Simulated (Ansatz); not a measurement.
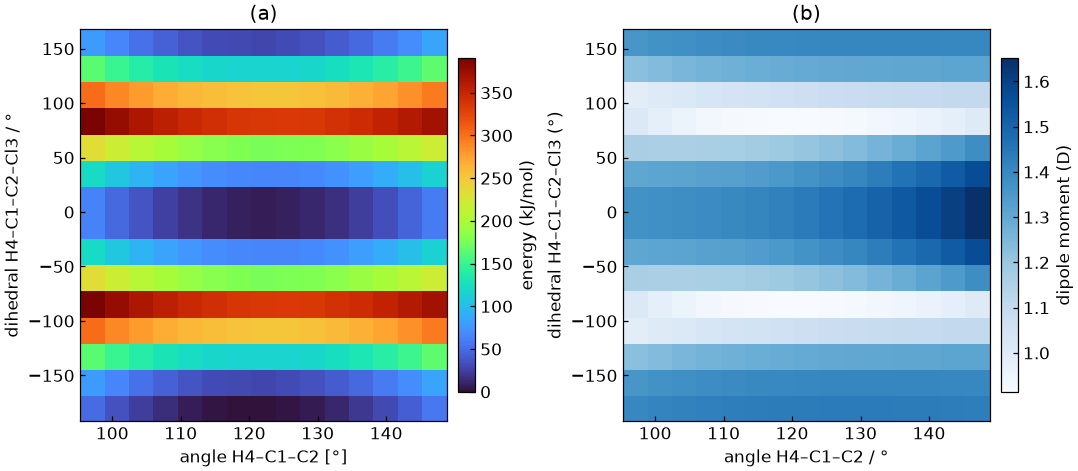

C₂H₃Cl, SMILES C=CCl. Coordinates scanned: (1) angle H4–C1–C2; (2) dihedral H4–C1–C2–Cl3. Nothing is relaxed (all other coordinates rigid). The scan uses a 15 × 15 grid; 120 points were computed and 105 follow by symmetry. Points are written as (first, second). All energies are given in kJ/mol relative to the lowest grid point. The dihedral twists a double bond; near 90° a spin-restricted reference is unreliable. Computed with Ansatz 0.2.0, RKS CAM-B3LYP-D4/def2-TZVP.

Panel (a) is the energy; panel (b) is the computed dipole moment, in D.

In the figure: one coloured cell a grid point.

> How does the dipole moment vary over the map, and what is it at the lowest grid point?

Leaving out the highest fifth of the energies, it runs from 1.04 D at (111.4°, −108°) to 1.65 D at (147.1°, −12°). At the lowest grid point, (122.1°, −180°), it is 1.44 D.
